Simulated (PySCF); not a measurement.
Molecule: Si(F)(Me)2(iPr), SMILES CC(C)[Si](C)(C)F (C5H13FSi). Atoms near the plane z = 0.0 Å, at the GFN2-xTB optimised geometry (x, y, z in Å): Si4 (-0.7, 0.6, 0.0), C6 (1.2, 0.6, 0.0), F7 (-1.2, 2.2, 0.0), H14 (-1.6, -2.2, 0.9), H18 (1.6, -0.4, 0.0), H19 (1.6, 1.2, 0.9), H20 (1.5, 1.1, -0.9).

Calculation: PBE0/def2-SVP (PySCF). Cells within 0.4 Å of a nucleus heavier than hydrogen are left out (blank, or x). The values are rescaled to run from 0 to 1.

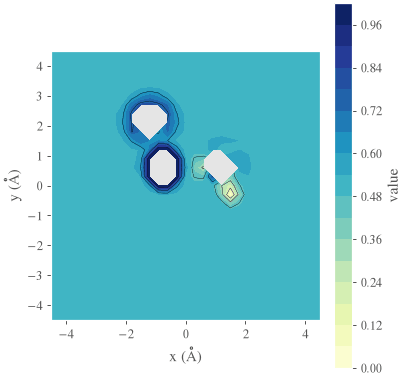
Figure. a field on the plane z = 0.0 Å.

### Question
Which quantity is mapped?
(A) Laplacian of the electron density
(B) log10 of the electron density
(C) an orbital amplitude
(D) electrostatic potential

### Answer
A, Laplacian of the electron density. In full: Laplacian of the electron density (e/bohr⁵), clipped to [-1.50, 1.50].
